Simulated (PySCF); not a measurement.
SMILES BCO, singlet at its PBE0/def2-SVP optimised geometry (Å):

```
8

B      0.8105    -0.4194     0.0000
C     -0.7371    -0.4194     0.0000
O     -1.4483     0.7865     0.0000
H      1.3949    -1.4728    -0.1037
H      1.4483     0.5968     0.1816
H     -1.1209    -1.0637    -0.8146
H     -0.9559    -1.0389     0.9134
H     -0.8701     1.4728     0.3461
```

Method: PySCF 2.14.0 with PBE0/def2-TZVP. Cells within 0.4 Å of a nucleus heavier than hydrogen are left out (blank, or x).

Map of the electron localisation function on the plane z = 0.0 Å:

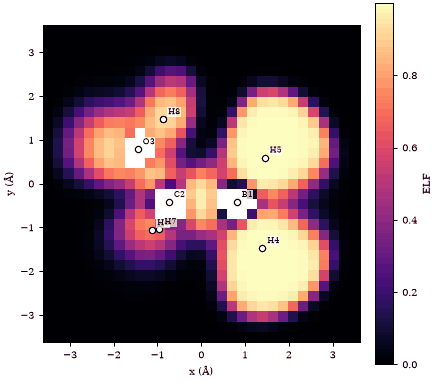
Figure. Electron localisation function on the plane z = 0.0 Å.
